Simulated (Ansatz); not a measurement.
Consider CdS in the wurtzite structure (space group P6_3mc, No. 186; a = 4.1962 Å, c = 6.8295 Å). Axes: x lies along a and z along c of the hexagonal cell.

Perturbation: biaxial strain +3.00 %, plane normal [001], relaxed out of plane (Cartesian); in-plane vectors clamped, the third vector and the atoms free.

Computed with PBE (Ansatz, a first-principles code; PAW; 420 eV plane waves; no SOC).

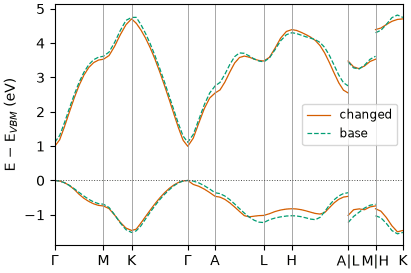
Highest valence and lowest conduction band along the path, each from its own valence-band maximum

The gap is 0.99 eV, direct at Γ; the base has 1.11 eV.

Stability against distortions was not tested.
